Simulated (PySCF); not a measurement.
# C₈H₆S₂: excited states, first hyperpolarisability

Aim: compute the excited states, first hyperpolarisability of C₈H₆S₂ (`c1csc(-c2ccsc2)c1`).

Computed with PySCF 2.14.0 and routines of our own; the level stands in each step. Atoms count from 0.

## 1. The starting structure

16 atoms, charge 0, multiplicity 1; geometry from: GFN2-xTB.

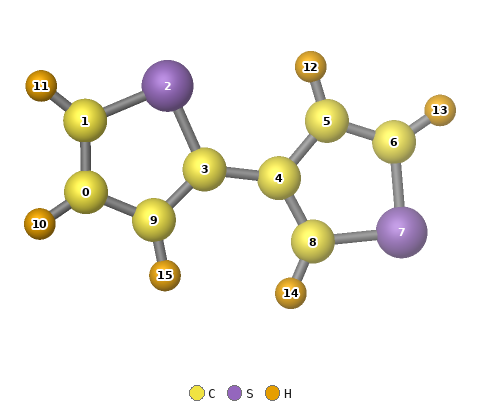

The starting geometry (carbon yellow, sulfur purple, hydrogen amber).

## 2. Relaxing the molecule at PBE0-D3(BJ)/def2-SVP

What the job is given:

```
{"job": {"xc": "PBE0", "basis": "def2-SVP", "d3": "d3bj", "grid": 2, "kind": "geom"}, "charge": 0, "multiplicity": 1}
C     -2.712956    -0.753108     0.105869
C     -2.911396     0.523514    -0.312224
S     -1.433622     1.374667    -0.509959
C     -0.515816    -0.019544    -0.018703
C      0.923276     0.031098     0.035700
C      1.688636     1.187899    -0.295325
C      3.020563     0.993640    -0.168268
S      3.394661    -0.602484     0.357664
C      1.730507    -1.011167     0.406358
C     -1.349769    -1.065090     0.273815
H     -3.510945    -1.450345     0.289295
H     -3.836346     1.024130    -0.518814
H      1.241853     2.113721    -0.611339
H      3.816714     1.687782    -0.350011
H      1.444042    -1.998893     0.706075
H     -0.997000    -2.026876     0.598457
```

Launch:

```bash
OMP_NUM_THREADS=1 python excited_run.py task.json out
```

This one command runs all jobs of the session in turn.

The program printed:

```text
step   0  E = -1103.73495810  max force = 0.011741
step   1  E = -1103.73724873  max force = 0.002025
step   2  E = -1103.73725598  max force = 0.000914
step   3  E = -1103.73726217  max force = 0.000733
step   4  E = -1103.73726402  max force = 0.000457
step   5  E = -1103.73726484  max force = 0.000283
optimisation converged
```

Wall time 69 s (1 thread of AMD EPYC 9R14, shared host); peak memory 0.95 GiB.

Step by step:

```tsv
step	energy from step 0 (eV)	largest force component (eV/Å)
0	0.0000	0.6037
1	-0.0623	0.1041
2	-0.0625	0.0470
3	-0.0627	0.0377
4	-0.0627	0.0235
5	-0.0628	0.0146
```

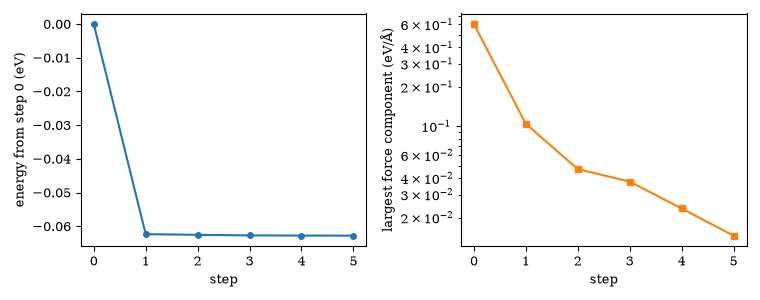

Energy and largest force along the relaxation.

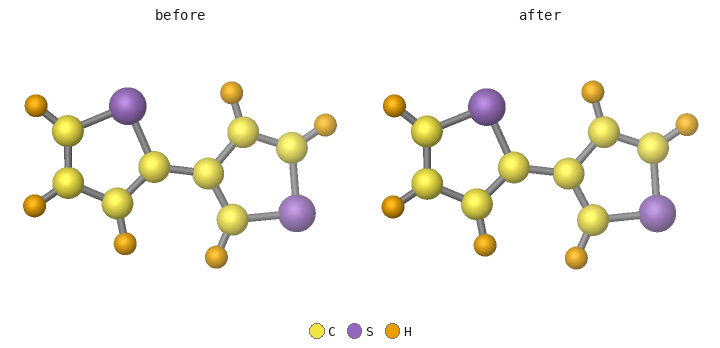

The geometry before (left) and after (right).

Close pairs (by a distance rule), those that changed most:

```tsv
bond	before (Å)	after (Å)	change (Å)
C8–H14	1.071	1.089	+0.017
C3–C4	1.441	1.458	+0.017
C6–H13	1.072	1.089	+0.017
C1–H11	1.072	1.089	+0.017
C5–H12	1.075	1.091	+0.016
C9–H15	1.075	1.091	+0.016
C0–H10	1.075	1.091	+0.015
C5–C6	1.352	1.366	+0.014
```

The end geometry stands in the next job.

```tsv
at the end point	value
point group (found at 0.08 Å tolerance)	Cs
rotational constants (GHz, main isotopes)	3.128, 0.570, 0.482
dipole moment (D)	0.31
```

## 3. Excited states: TDA CAM-B3LYP/aug-cc-pVDZ

What the job is given:

```
{"job": {"kind": "states", "xc": "CAM-B3LYP", "basis": "aug-cc-pVDZ", "tda": true, "soc": true, "nstates": 6, "ntriplets": 5, "nquad": 4}, "charge": 0, "multiplicity": 1}
C     -2.762137    -0.728441     0.094522
C     -2.964017     0.559426    -0.328607
S     -1.479860     1.396367    -0.524283
C     -0.551571     0.016218    -0.035823
C      0.904444     0.079703     0.015499
C      1.677727     1.240913    -0.313581
C      3.023389     1.041782    -0.184265
S      3.378850    -0.554348     0.337762
C      1.718897    -0.970216     0.387378
C     -1.387577    -1.038953     0.261741
H     -3.574198    -1.432587     0.280694
H     -3.907136     1.062757    -0.536450
H      1.242142     2.188849    -0.634513
H      3.826813     1.753244    -0.369553
H      1.418332    -1.972105     0.689065
H     -1.021992    -2.011874     0.592318
```

Method: TDA CAM-B3LYP/aug-cc-pVDZ excited states, vertical, gas phase, spin-orbit mean-field couplings.

The program printed:

```text
coarse grid: 15656 points
cycle   1  E = -1104.6336601195  dE =  2.336e+00  |g| = 3.073e-01  |ddm| = 2.643e+01
cycle   2  E = -1104.6519329030  dE = -1.827e-02  |g| = 2.433e-01  |ddm| = 4.500e+00
cycle   3  E = -1104.6661641192  dE = -1.423e-02  |g| = 6.903e-02  |ddm| = 1.409e+00
cycle   4  E = -1104.6675176905  dE = -1.354e-03  |g| = 1.826e-02  |ddm| = 4.702e-01
cycle   5  E = -1104.6676084665  dE = -9.078e-05  |g| = 7.506e-03  |ddm| = 1.513e-01
cycle   6  E = -1104.6676238654  dE = -1.540e-05  |g| = 2.009e-03  |ddm| = 3.672e-02
cycle   7  E = -1104.6676250714  dE = -1.206e-06  |g| = 7.400e-04  |ddm| = 1.303e-02
final grid: 145392 points
cycle   8  E = -1104.6972394206  dE = -2.125e-05  |g| = 3.063e-03  |ddm| = 7.000e-01
cycle   9  E = -1104.6972396715  dE = -2.509e-07  |g| = 3.099e-03  |ddm| = 5.277e-02
cycle  10  E = -1104.6972421749  dE = -2.503e-06  |g| = 3.213e-04  |ddm| = 2.205e-02
cycle  11  E = -1104.6972421994  dE = -2.452e-08  |g| = 1.764e-04  |ddm| = 2.933e-03
cycle  12  E = -1104.6972422074  dE = -7.957e-09  |g| = 7.545e-05  |ddm| = 1.078e-03
cycle  13  E = -1104.6972422089  dE = -1.546e-09  |g| = 1.543e-05  |ddm| = 3.587e-04
cycle  14  E = -1104.6972422090  dE = -6.594e-11  |g| = 5.158e-06  |ddm| = 9.684e-05
converged SCF energy = -1104.6972422090

Singlet excitations
state   eV       nm        f     d(h-e)  d(exc)  Lambda  PR(NTO)  |dmu|/D   mu/D   main configurations
  1   4.6666   265.7   0.49731   0.118   3.545   0.797   1.131    0.526    0.408   H->L 0.92
  2   5.2352   236.8   0.00995   0.413   3.769   0.681   1.797    1.012    1.408   H->L+4 0.67, H-1->L 0.27
  3   5.3478   231.8   0.00042   1.281   4.824   0.230   1.051    5.874    5.556   H->L+1 0.84
  4   5.6234   220.5   0.00092   0.575   4.489   0.239   1.137    1.970    1.903   H->L+3 0.45, H->L+7 0.20, H->L+11 0.10
  5   5.6531   219.3   0.03108   0.895   3.277   0.654   1.647                     H-2->L 0.52, H-1->L 0.17
  6   5.7470   215.7   0.13733   1.042   3.513   0.661   1.775                     H-1->L 0.46, H->L+4 0.21, H-2->L 0.19

Triplet excitations (Tamm-Dancoff)
state   eV     d(h-e)  d(exc)  Lambda  PR(NTO)   main configurations
  1   2.9157   0.096   3.092   0.795   1.197   H->L 0.87
  2   3.8200   0.183   2.731   0.690   1.825   H->L+4 0.42, H-1->L 0.18, H-3->L 0.12
  3   4.3203   0.206   2.866   0.721   1.407   H-1->L+4 0.35, H->L+4 0.21, H-2->L 0.13
  4   4.4051   0.506   2.946   0.669   1.221   H-2->L 0.47, H-1->L 0.28, H-2->L+4 0.11
  5   5.1547   1.271   3.244   0.656   1.362   H-1->L 0.22, H-2->L 0.17, H-1->L+4 0.14
S1 - T1 = 1.7509 eV

Spin-orbit couplings |<S|Hso|T>| (cm-1)
             T1       T2       T3       T4       T5
S0        0.226    0.028    0.061    0.085    0.080
S1        0.016    0.032    0.134    0.209    0.104
S2        0.065    0.045    0.024    0.117    0.037
S3        3.705    5.168    3.516    1.471    1.434
S4       25.846   12.341   10.788    6.634    5.038
S5        0.382    0.158    0.177    0.107    0.096
S6        0.064    0.032    0.267    0.226    0.067
T1 sublevels (cm-1): 0.000 0.030 0.031   radiative rates (1/s): 0.217 0.00274 0.000114
```

Run time: 81 s. Hardware: 1 thread of AMD EPYC 9R14, shared host; peak memory 1.3 GiB.

Key values:

```tsv
quantity	value
S1 less T1	1.75 eV
```

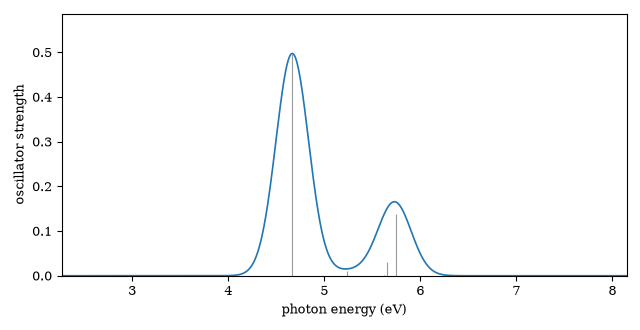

Absorption lines of the singlets. Lines are broadened to a width of 0.40 eV (Gaussian).

The fields below are evaluated on a grid from the run's orbitals.

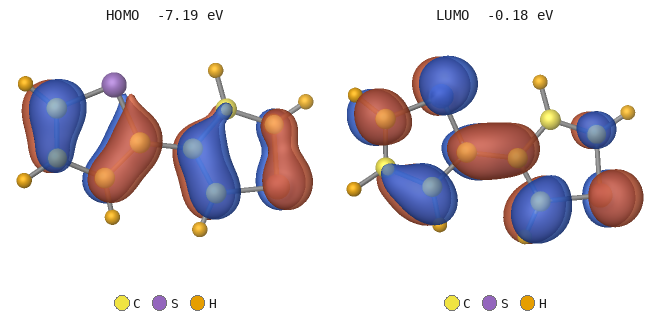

CAM-B3LYP/aug-cc-pVDZ orbitals near the gap, drawn at the value that encloses 70 % of each; the two colours are the two signs.

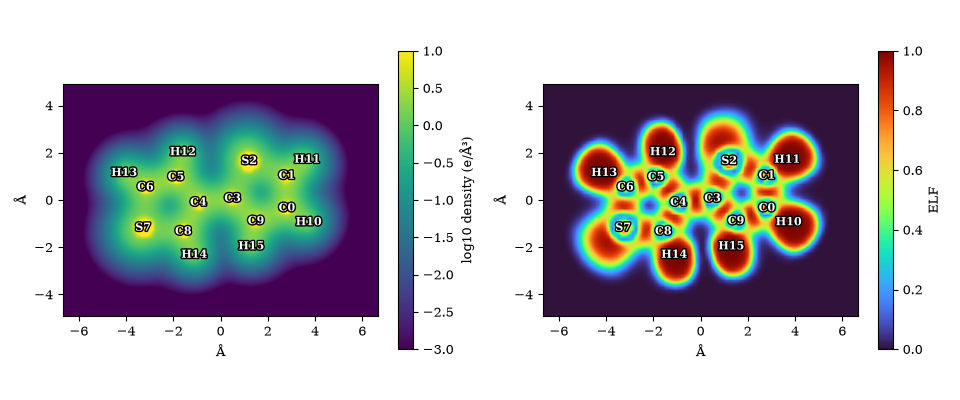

Density (left) and ELF (right) in a plane through or near 16 of the atoms.

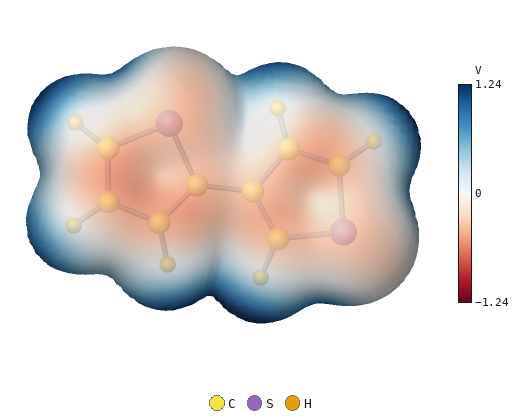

Electrostatic potential on the surface of density 0.002 e/bohr³; red is low, blue high. It runs from -0.57 V near C0 to 1.24 V near H14.

## 4. Excited states: TDDFT CAM-B3LYP/aug-cc-pVDZ

Settings changed since step 3:

```diff
@@ -1,2 +1,2 @@
-{"job": {"kind": "states", "xc": "CAM-B3LYP", "basis": "aug-cc-pVDZ", "tda": true, "soc": true, "nstates": 6, "ntriplets": 5, "nquad": 4}, "charge": 0, "multiplicity": 1}
+{"job": {"kind": "states", "xc": "CAM-B3LYP", "basis": "aug-cc-pVDZ", "tpa": true, "nstates": 8, "nquad": 6, "ntriplets": 0}, "charge": 0, "multiplicity": 1}
 C     -2.762137    -0.728441     0.094522
```

With the program's defaults for keys left out, this is: TDDFT CAM-B3LYP/aug-cc-pVDZ excited states, vertical, gas phase, two-photon moments by quadratic response.

The program printed:

```text
coarse grid: 15656 points
cycle   1  E = -1104.6336601195  dE =  2.336e+00  |g| = 3.073e-01  |ddm| = 2.643e+01
cycle   2  E = -1104.6519329030  dE = -1.827e-02  |g| = 2.433e-01  |ddm| = 4.500e+00
cycle   3  E = -1104.6661641192  dE = -1.423e-02  |g| = 6.903e-02  |ddm| = 1.409e+00
cycle   4  E = -1104.6675176905  dE = -1.354e-03  |g| = 1.826e-02  |ddm| = 4.702e-01
cycle   5  E = -1104.6676084665  dE = -9.078e-05  |g| = 7.506e-03  |ddm| = 1.513e-01
cycle   6  E = -1104.6676238654  dE = -1.540e-05  |g| = 2.009e-03  |ddm| = 3.672e-02
cycle   7  E = -1104.6676250714  dE = -1.206e-06  |g| = 7.400e-04  |ddm| = 1.303e-02
final grid: 145392 points
cycle   8  E = -1104.6972394206  dE = -2.125e-05  |g| = 3.063e-03  |ddm| = 7.000e-01
cycle   9  E = -1104.6972396715  dE = -2.509e-07  |g| = 3.099e-03  |ddm| = 5.277e-02
cycle  10  E = -1104.6972421749  dE = -2.503e-06  |g| = 3.213e-04  |ddm| = 2.205e-02
cycle  11  E = -1104.6972421994  dE = -2.452e-08  |g| = 1.764e-04  |ddm| = 2.933e-03
cycle  12  E = -1104.6972422074  dE = -7.958e-09  |g| = 7.545e-05  |ddm| = 1.078e-03
cycle  13  E = -1104.6972422089  dE = -1.545e-09  |g| = 1.543e-05  |ddm| = 3.587e-04
cycle  14  E = -1104.6972422090  dE = -7.140e-11  |g| = 5.158e-06  |ddm| = 9.684e-05
converged SCF energy = -1104.6972422090

Singlet excitations
state   eV       nm        f     d(h-e)  d(exc)  Lambda  PR(NTO)  |dmu|/D   mu/D   delta(TPA)   sigma/GM   main configurations
  1   4.4448   278.9   0.36466   0.090   3.487   0.791   1.176    0.428    0.360        8.41      0.061   H->L 0.95
  2   5.1584   240.4   0.01119   0.567   3.697   0.680   1.678    1.637    2.037      730.35      7.120   H->L+4 0.75, H-1->L 0.19
  3   5.3461   231.9   0.00045   1.286   4.825   0.230   1.051    5.880    5.563       11.14      0.117   H->L+1 0.84
  4   5.4868   226.0   0.03105   0.413   3.350   0.654   1.779    1.015    1.272        3.82      0.042   H-1->L 0.64, H->L+4 0.17, H-2->L 0.09
  5   5.5740   222.4   0.12358   0.561   3.227   0.660   1.802    1.544    1.143      157.10      1.788   H-2->L 0.67
  6   5.6122   220.9   0.00075   0.590   4.464   0.241   1.137    1.861    1.841       60.14      0.694   H->L+3 0.43, H->L+7 0.20, H->L+11 0.11
  7   5.7748   214.7   0.01475   2.108   5.462   0.195   1.095                                            H->L+2 0.80
  8   5.9474   208.5   0.00215   0.825   4.748   0.249   1.099                                            H->L+3 0.32, H->L+7 0.27, H->L+9 0.10
```

Wall time 86 s (1 thread of AMD EPYC 9R14, shared host); peak memory 1.3 GiB.

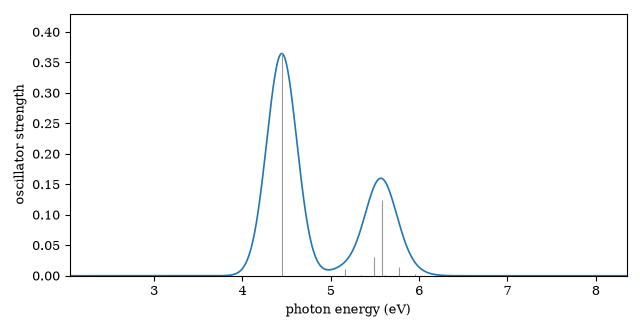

Absorption lines of the singlets. Lines are broadened to a width of 0.40 eV (Gaussian).

## 5. First hyperpolarisability: quadratic response CAM-B3LYP/aug-cc-pVDZ

Settings changed since step 4:

```diff
@@ -1,2 +1,2 @@
-{"job": {"kind": "states", "xc": "CAM-B3LYP", "basis": "aug-cc-pVDZ", "tpa": true, "nstates": 8, "nquad": 6, "ntriplets": 0}, "charge": 0, "multiplicity": 1}
+{"job": {"kind": "beta", "xc": "CAM-B3LYP", "basis": "aug-cc-pVDZ"}, "charge": 0, "multiplicity": 1}
 C     -2.762137    -0.728441     0.094522
```

Method: quadratic response CAM-B3LYP/aug-cc-pVDZ first hyperpolarisability, Taylor convention, gas phase.

The program printed:

```text
coarse grid: 15656 points
cycle   1  E = -1104.6336601195  dE =  2.336e+00  |g| = 3.073e-01  |ddm| = 2.643e+01
cycle   2  E = -1104.6519329030  dE = -1.827e-02  |g| = 2.433e-01  |ddm| = 4.500e+00
cycle   3  E = -1104.6661641192  dE = -1.423e-02  |g| = 6.903e-02  |ddm| = 1.409e+00
cycle   4  E = -1104.6675176905  dE = -1.354e-03  |g| = 1.826e-02  |ddm| = 4.702e-01
cycle   5  E = -1104.6676084665  dE = -9.078e-05  |g| = 7.506e-03  |ddm| = 1.513e-01
cycle   6  E = -1104.6676238654  dE = -1.540e-05  |g| = 2.009e-03  |ddm| = 3.672e-02
cycle   7  E = -1104.6676250714  dE = -1.206e-06  |g| = 7.400e-04  |ddm| = 1.303e-02
final grid: 145392 points
cycle   8  E = -1104.6972394206  dE = -2.125e-05  |g| = 3.063e-03  |ddm| = 7.000e-01
cycle   9  E = -1104.6972396715  dE = -2.509e-07  |g| = 3.099e-03  |ddm| = 5.277e-02
cycle  10  E = -1104.6972421749  dE = -2.503e-06  |g| = 3.213e-04  |ddm| = 2.205e-02
cycle  11  E = -1104.6972421994  dE = -2.452e-08  |g| = 1.764e-04  |ddm| = 2.933e-03
cycle  12  E = -1104.6972422074  dE = -7.956e-09  |g| = 7.545e-05  |ddm| = 1.078e-03
cycle  13  E = -1104.6972422089  dE = -1.546e-09  |g| = 1.543e-05  |ddm| = 3.587e-04
cycle  14  E = -1104.6972422090  dE = -7.003e-11  |g| = 5.158e-06  |ddm| = 9.684e-05
converged SCF energy = -1104.6972422090

Lowest singlets (eV, f): 4.4448 0.3646  5.1584 0.0112  5.3461 0.0004

First hyperpolarisability (au)
process     nm      |vector|   parallel      HRS      DR
static         -       39.85     -23.85      35.91   1.851
shg       1907.0       50.48      -30.2      41.82   1.913
eope      1907.0       43.15     -25.82          -       -
shg       1064.0       84.27     -50.41      60.64   2.044
eope      1064.0       51.32      -30.7          -       -
```

Wall time 70 s (1 thread of AMD EPYC 9R14, shared host); peak memory 1.3 GiB.

## 6. Results

| quantity | value |
| --- | --- |
| point group | Cs |
| rotational constants (main isotopes) | 3.13, 0.57, 0.48 GHz |
| S1 less T1 (step 3, TDA CAM-B3LYP/aug-cc-pVDZ) | 1.75 eV |
| surface potential, least and greatest | -0.57 V and 1.24 V |
| β vector (step 5, quadratic response CAM-B3LYP/aug-cc-pVDZ) | static 40, SHG 1907.0 nm 50, SHG 1064.0 nm 84 au |

**Reading.** Over 5 steps the energy fell by 0.063 eV; of the close pairs, C8–H14 changed most, 1.071 to 1.089 Å. No frequency check was run at this level, so the end point may be a saddle. In step 3, the number of triplets below S1 is 4, and the largest singlet-triplet spin-orbit coupling is S4–T1, 25.85 cm⁻¹. β grows from 40 au (static) to 84 au for doubling at 1064.0 nm: normal dispersion, which grows as twice the photon energy moves toward the bright states.
